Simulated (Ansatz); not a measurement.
AlN (wurtzite)

```
CELL_PARAMETERS angstrom
      3.12980     0.00000     0.00000
     -1.56490     2.71049     0.00000
      0.00000     0.00000     5.01733
ATOMIC_POSITIONS crystal
  Al 0.66667 0.33333 0.00337
  Al 0.33333 0.66667 0.50337
  N  0.66667 0.33333 0.62183
  N  0.33333 0.66667 0.12183
```

The volume is varied about the relaxed value V₀ at fixed cell shape. The atoms relax within the cell's symmetry.

Calculation: PBE (plane waves to 420 eV, PAW, scalar-relativistic; Ansatz, a first-principles code). k mesh 12×12×7 (Γ-centred), Fermi-Dirac smearing 0.05 eV. Energies are smeared free energies. With the shape held, the modulus is that of even scaling; a crystal free to change shape is softer. AlN was relaxed with its symmetry unable to fall. The PAW data are Ansatz's earlier set. ΔE is measured from the relaxed starting cell.

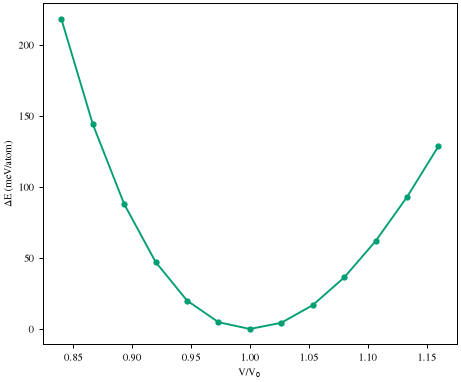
ΔE (meV/atom) against V/V₀; markers are the computed points, lines only join them.

Question: What is ΔE at V/V₀ = 0.840?

Answer: About 220 meV/atom.

Question: What is ΔE at V/V₀ = 1.160?

Answer: About 130 meV/atom.

Question: What bulk modulus at fixed cell shape B₀ follows from a third-order Birch-Murnaghan fit?

Answer: About 190 GPa.

(Under strain, the slope of the energy per volume gives the stress and its curvature an elastic modulus.)
